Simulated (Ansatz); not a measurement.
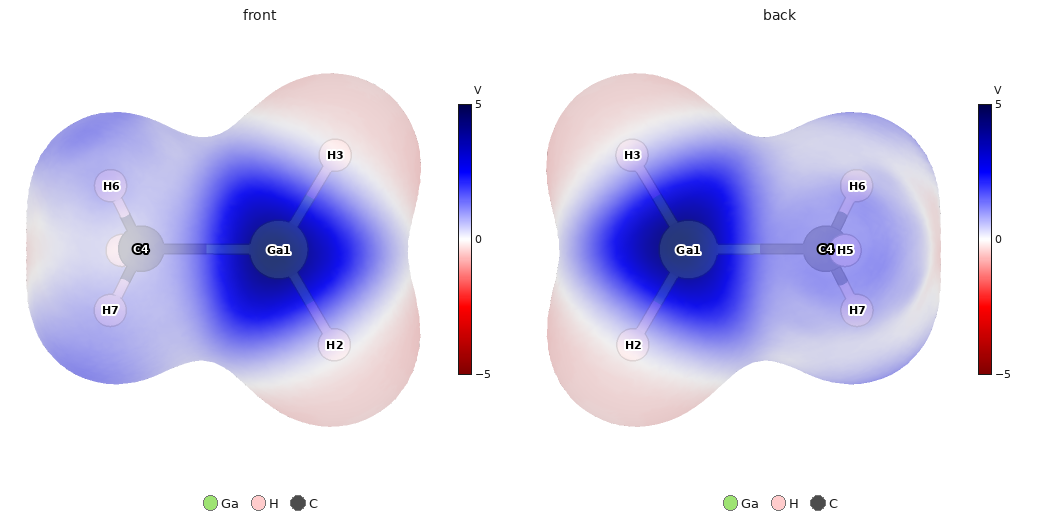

*CH$_{5}$Ga (GaH2Me). The electrostatic potential painted on the density surface at 0.004 e/bohr³, seen from the front and from behind; red is negative and blue positive.*

Geometry: PBE0-D4/def2-TZVP.

All numbers below come from Ansatz 0.2.0, RKS PBE0-D4/def2-TZVP.

```xyz
7

Ga    0.5265    0.9214    0.0058
H     2.1004    0.9348    0.0242
H    -0.2427    2.2934   -0.0479
C    -0.4546   -0.7827    0.0197
H    -0.5338   -1.1528   -1.0078
H    -1.4675   -0.6695    0.4084
H     0.0716   -1.5445    0.5977
```

Q: Describe the electrostatic potential map.

A: The most negative region (about −0.4 V) lies over H2 and H3, the most positive (about +4.3 V) over Ga1.
